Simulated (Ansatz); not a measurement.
**C4H2Cl2Ge (SMILES C#[C][Ge]([Cl])([Cl])[C]#C): density, localisation and related maps**

```xyz
9

C     0.6366   -2.5432    0.6770
C     0.4562   -1.5083    0.0903
Ge    0.1785    0.1062   -0.8281
Cl   -1.1737   -0.2307   -2.4388
Cl    2.0298    0.7702   -1.6460
C    -0.5167    1.4467    0.2886
C    -0.9618    2.3059    1.0038
H     0.7960   -3.4599    1.1979
H    -1.3563    3.0668    1.6382
```

Geometry: PBE0-D4/def2-TZVP.

Level of theory: Ansatz, RKS PBE0-D4/def2-TZVPP.

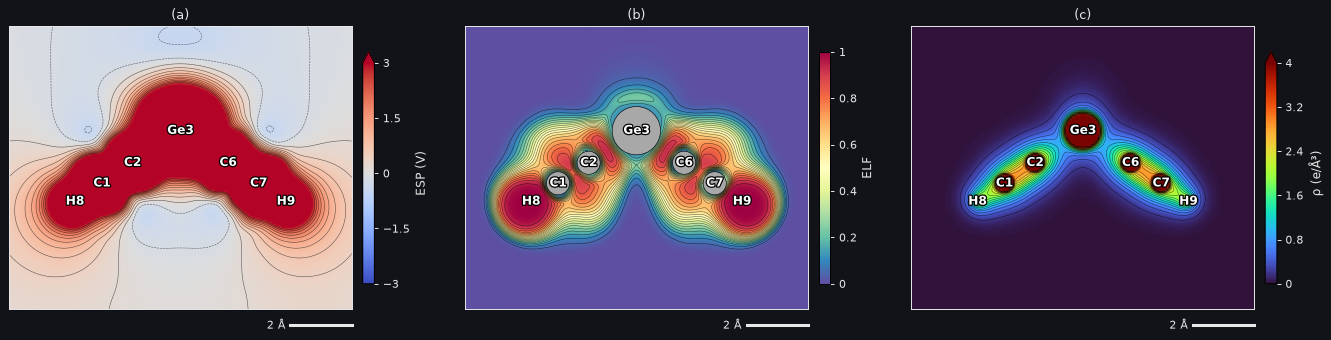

Figure 1. (a) molecular electrostatic potential; (b) ELF; (c) total electron density on the plane of atoms C2, Ge3 and C6. Grey discs cover the atomic cores in the ELF map.

Interpret the plot.

Answer. The plane passes through C, Ge and H nuclei. C–C (1.20 Å): the density is about 2.9 e/Å³ at the midpoint; the ELF peaks at about 0.85 between the atoms; a multiple bond. C–Ge (1.88 Å): ρ is about 0.96 e/Å³ halfway; the ELF peaks at about 0.95 in the valence shell of C, 0.7 Å from its nucleus, and is about 0.65 at the midpoint. C–H (1.07 Å): ρ at the midpoint is about 2.1 e/Å³; the ELF climbs to about 1 towards the hydrogen, as it does in any bond to H; a covalent bond by its length. Outside the dense part of the molecule the potential is most negative (−0.5 V) near Cl4, which lies off the plane.

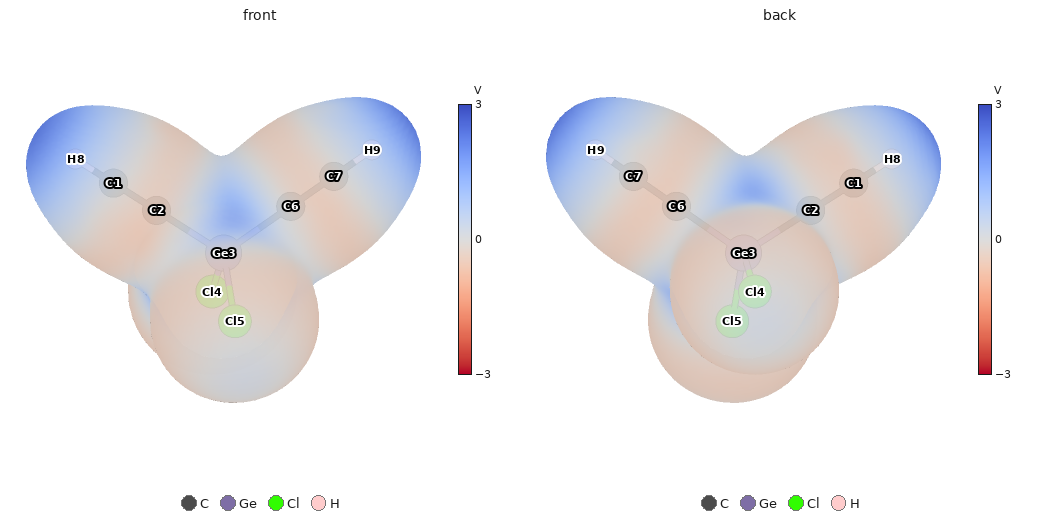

Figure 2. The molecular electrostatic potential painted on the density surface at 0.002 e/bohr³, seen from the front and from behind; red is negative and blue positive.

Where is the surface potential most negative and most positive?

Answer. The most negative region (about −0.5 V) lies over the C and Cl atoms, the most positive (about +2.2 V) over H8 and H9. Cl4 shows a σ-hole: about +0.2 V at the tip opposite its bond, against about −0.4 V on its flanks. Cl5 shows a σ-hole: about +0.2 V at the tip opposite its bond, against about −0.4 V on its flanks.

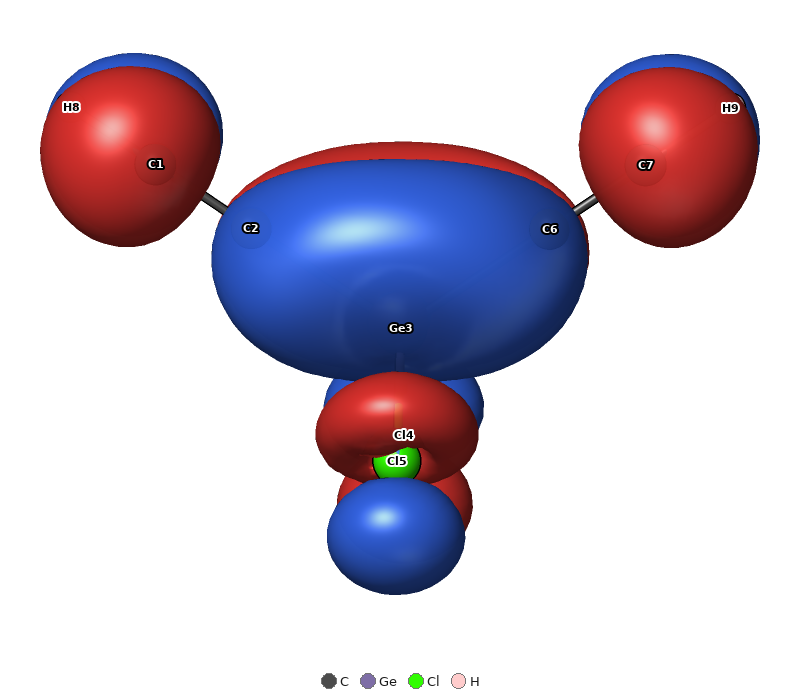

Figure 3. One frontier orbital at ±0.08 Å⁻³ᐟ² (red and blue are the two phases), seen across its widest extent.

Which orbital is it: HOMO or LUMO?

Answer. The LUMO, at −1.24 eV. By Hirshfeld shares it lies mainly on Ge3 (about 25 %), C1 (about 15 %), C7 (about 15 %), C2 (about 10 %), C6 (about 10 %), Cl4 (about 10 %) and Cl5 (about 10 %).
